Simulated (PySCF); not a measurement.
# Run report: CH$_{5}$FN$_{2}$Si, NMR shielding calculation

The run: NMR shielding calculation of CH$_{5}$FN$_{2}$Si. Method and program: GIAO OPBE/pcSseg-2 NMR shielding, non-relativistic, gas phase (PySCF 2.14.0).

The geometry comes from this level: PBE0-D3(BJ)/def2-SVP. Figures and captions count atoms from 1; the log counts them from 0 in places.

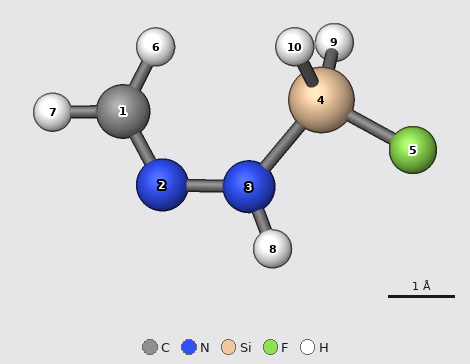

*The structure as given in the input (ball-and-stick view, seen at a tilt; atoms are numbered from 1 in the order of the input).*

Summary:

- outcome: converged
- total energy: −539.929995 hartree
- HOMO: −5.82 eV
- LUMO: −1.22 eV
- dipole moment: 1.02 D
- isotropic shielding, C: 61.4 ppm
- isotropic shielding, N: −117.8 to 129.8 ppm
- isotropic shielding, Si: 364.6 ppm
- isotropic shielding, F: 394.3 ppm
- isotropic shielding, H: 24.5 to 25.8 ppm
- hardware: 1 CPU thread, shared host
- wall time: 34 s
- peak memory: 0.84 GiB

The input:
```
{"job": {"kind": "nmr", "xc": "OPBE", "basis": "pcSseg-2", "pop": false}, "charge": 0, "multiplicity": 1}
C      1.779723     0.259108     0.137489
N      1.124088     0.360502    -0.950719
N     -0.196539     0.113154    -0.959702
Si    -1.265897    -0.274842     0.368052
F     -2.719069    -0.342558    -0.348598
H      1.335354    -0.031388     1.107374
H      2.852602     0.467917     0.112399
H     -0.603034     0.229578    -1.882258
H     -0.972043    -1.597213     0.983817
H     -1.276743     0.789562     1.408206
```

The first line tells a small driver script what to run in PySCF; the rest is the geometry in Å.

Launch command:
```bash
OMP_NUM_THREADS=1 python <driver script> task.json out
```

What the program printed:
```
coarse grid: 9024 points
cycle   1  E = -539.8532354088  dE =  4.260e-01  |g| = 6.650e-01  |ddm| = 2.313e+00
cycle   2  E = -539.6464874565  dE =  2.067e-01  |g| = 1.305e+00  |ddm| = 1.307e+00
cycle   3  E = -539.9264732859  dE = -2.800e-01  |g| = 1.379e-01  |ddm| = 9.328e-01
cycle   4  E = -539.9297168228  dE = -3.244e-03  |g| = 5.845e-02  |ddm| = 1.493e-01
cycle   5  E = -539.9304735002  dE = -7.567e-04  |g| = 1.282e-02  |ddm| = 5.057e-02
cycle   6  E = -539.9304908119  dE = -1.731e-05  |g| = 9.252e-03  |ddm| = 1.185e-02
cycle   7  E = -539.9305080872  dE = -1.728e-05  |g| = 2.827e-03  |ddm| = 6.394e-03
cycle   8  E = -539.9305092648  dE = -1.178e-06  |g| = 1.687e-03  |ddm| = 2.480e-03
final grid: 83584 points
cycle   9  E = -539.9299322661  dE = -2.071e-04  |g| = 2.055e-02  |ddm| = 5.670e-02
cycle  10  E = -539.9297809109  dE =  1.514e-04  |g| = 3.619e-02  |ddm| = 2.934e-02
cycle  11  E = -539.9299913140  dE = -2.104e-04  |g| = 4.349e-03  |ddm| = 2.040e-02
cycle  12  E = -539.9299931590  dE = -1.845e-06  |g| = 2.883e-03  |ddm| = 4.118e-03
cycle  13  E = -539.9299950276  dE = -1.869e-06  |g| = 7.253e-04  |ddm| = 2.036e-03
cycle  14  E = -539.9299951614  dE = -1.339e-07  |g| = 1.215e-04  |ddm| = 5.364e-04
cycle  15  E = -539.9299951632  dE = -1.805e-09  |g| = 6.766e-05  |ddm| = 8.194e-05
cycle  16  E = -539.9299951642  dE = -9.774e-10  |g| = 9.901e-06  |ddm| = 4.698e-05
```

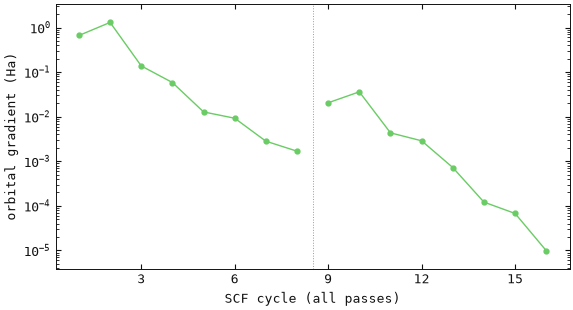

*Convergence of the self-consistent field: orbital gradient against the SCF cycle. The dotted line marks the change from a coarse to the final integration grid.*

The first 8 cycles use a coarse grid, the final grid takes over at cycle 9, and the field converges after 16 cycles in all.

```
converged SCF energy = -539.9299951642

GIAO shielding tensors (ppm)
atom      isotropic    diamagn.    paramagn.     s11        s22        s33       span
  0 C       61.405     255.593    -194.188    -23.579     84.055    123.739    147.318
  1 N     -117.846     318.260    -436.106   -429.453   -114.032    189.947    619.400
  2 N      129.814     318.258    -188.444     53.112    119.500    216.829    163.717
  3 Si     364.616     877.442    -512.825    337.134    342.634    414.080     76.946
  4 F      394.328     466.208     -71.881    371.022    390.370    421.590     50.568
  5 H       24.477      33.369      -8.893     21.771     23.409     28.250      6.479
  6 H       25.145      28.974      -3.829     23.996     25.073     26.367      2.371
  7 H       25.771      30.927      -5.156     21.080     26.485     29.749      8.668
  8 H       25.228      29.572      -4.344     22.772     23.749     29.162      6.390
  9 H       25.270      29.705      -4.436     22.936     23.757     29.116      6.180
```

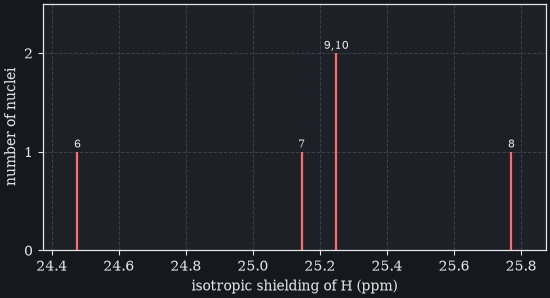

*Isotropic shieldings of the hydrogen nuclei in this fixed geometry, labelled by atom number; shielding grows to the right, so chemical shift grows to the left.*

The least shielded is H6 (24.5 ppm), the most shielded H8 (25.8 ppm).
